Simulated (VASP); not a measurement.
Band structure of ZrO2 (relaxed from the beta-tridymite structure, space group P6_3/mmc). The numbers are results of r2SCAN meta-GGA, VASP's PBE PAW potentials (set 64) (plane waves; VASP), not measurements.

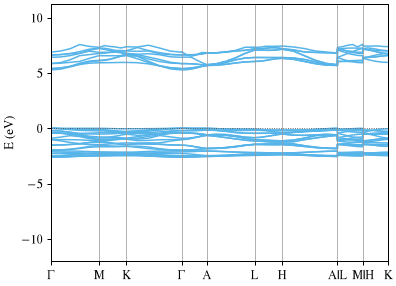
Figure. Bands along high-symmetry lines, zero at the valence-band maximum or, without a gap, the Fermi level

### Question
Read the plot: is there a gap, and where are the band edges?

### Answer
The gap is direct, 5.27 eV, from the valence maximum at Γ to the conduction minimum at Γ.

The structure was generated: ZrO2 was put into the beta-tridymite type (P6_3/mmc), which need not be its known phase. It was relaxed first, which changed the volume by +24 %.
